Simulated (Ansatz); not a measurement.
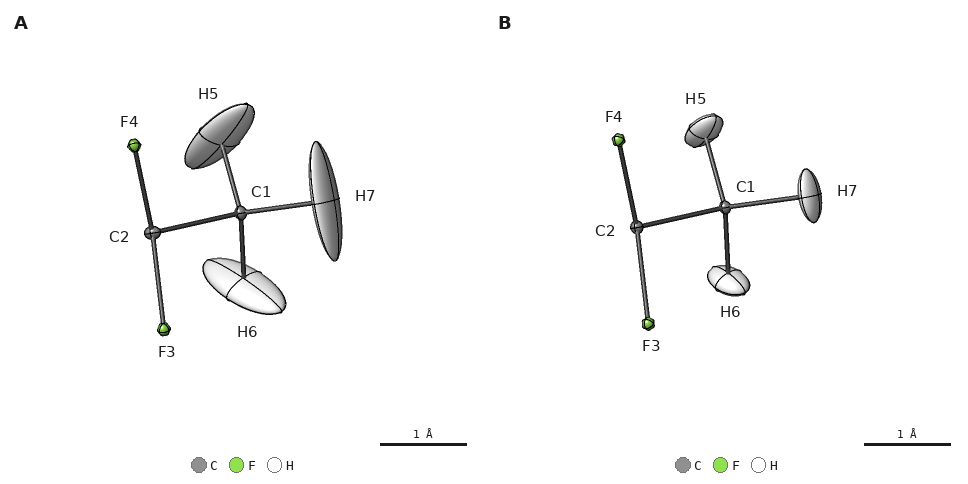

Displacement ellipsoids at the 50 % level, from the internal vibrations of the free molecule (harmonic, no overall translation or rotation; no half-axis is drawn under 0.075 Å). The species is neutral and a spin doublet. Vibrations computed with UKS PBE0-D4/def2-TZVP (Ansatz 0.2.0). One panel is for 100 K, the other for 900 K.

> Which panel is for 900 K?

A.

> How much does the mean-square displacement of H7 grow, and why?

U_eq goes from 0.0216 to 0.0820 Å², a factor of 3.8. Modes below kT (626 cm⁻¹ at 900 K) grow about in proportion to T, and the lowest lies at 193 cm⁻¹; the mean-square amplitude of a mode is its zero-point value times coth(ħω/2kT), which comes close to 1 only above about 3kT.
